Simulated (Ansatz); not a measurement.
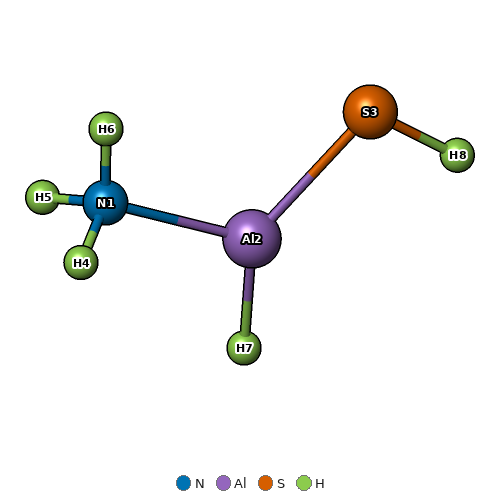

The system is AlH5NS, SMILES [NH3+][AlH][SH], charge +1; the picture shows the reference structure. 
- The first coordinate is: dihedral N1–Al2–S3–H8; the second: dihedral H4–N1–Al2–S3.
- Nothing is relaxed (all other coordinates rigid).
- Grid: 18 × 17 points.
- Energies: kJ/mol, counted from the lowest grid point.
- These are results of Ansatz, RHF/def2-TZVP, not measurements.

Its coordinates:

```xyz
8

N    -0.6380    1.0617   -0.3065
Al    0.6014   -0.4753   -0.1882
S     0.0305   -1.6639    1.4916
H    -1.1797    1.0471   -1.1582
H    -0.1491    1.9446   -0.3109
H    -1.2987    1.0991    0.4544
H     1.6501   -0.4302   -1.3227
H     0.9836   -2.5834    1.3403
```

Range: dihedral N1–Al2–S3–H8 from −180 to 160°; dihedral H4–N1–Al2–S3 from −207.0 to −27.0°.

Predict the map.

The lowest grid point is at dihedral N1–Al2–S3–H8 = −180°, dihedral H4–N1–Al2–S3 = −117.0°. A higher local minimum lies near dihedral N1–Al2–S3–H8 = 0°, dihedral H4–N1–Al2–S3 = −60.8° (10.8 kJ/mol above the lowest at that grid point). The highest grid point, dihedral N1–Al2–S3–H8 = 80°, dihedral H4–N1–Al2–S3 = −27.0°, lies 25.0 kJ/mol above the lowest.

```
dihedral H4–N1–Al2–S3 ↓, dihedral N1–Al2–S3–H8 →  −180  −140  −100   −60   −20    20    60   100  140
                                           −27.0   0.3   9.6  23.5  21.6  12.9  13.7  22.2  23.5  9.5
                                           −49.5   0.3   9.5  23.4  21.6  12.4  12.9  22.0  23.4  9.5
                                           −72.0   0.2   9.5  23.4  21.7  12.7  12.4  21.6  23.3  9.3
                                           −94.5   0.0   9.4  23.3  21.8  13.3  12.7  21.5  23.2  9.2
                                          −117.0   0.0   9.3  23.3  21.7  13.5  13.4  21.7  23.2  9.2
                                          −139.5   0.0   9.3  23.2  21.5  12.9  13.5  21.9  23.3  9.4
                                          −162.0   0.2   9.3  23.3  21.6  12.4  12.9  21.9  23.4  9.5
                                          −184.5   0.3   9.5  23.4  21.9  12.6  12.4  21.7  23.5  9.5
                                          −207.0   0.3   9.5  23.5  22.1  13.5  12.6  21.7  23.5  9.6
```

The table holds every second grid line.

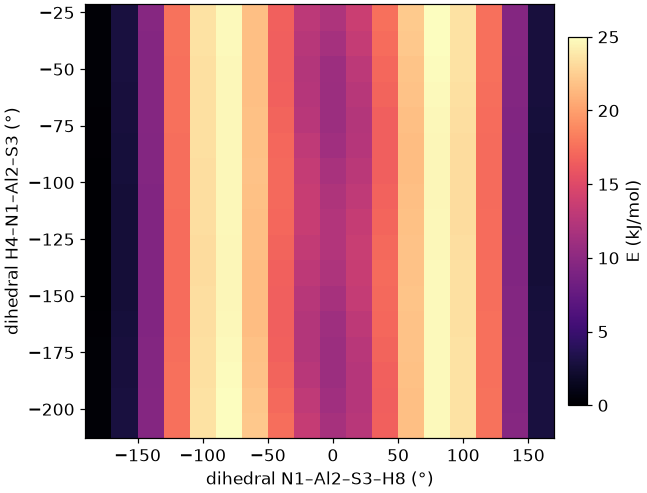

Drawn: one coloured cell a grid point.

The whole map (306 points run) took 11 min on 1 thread of Arm Neoverse V1 (shared host).
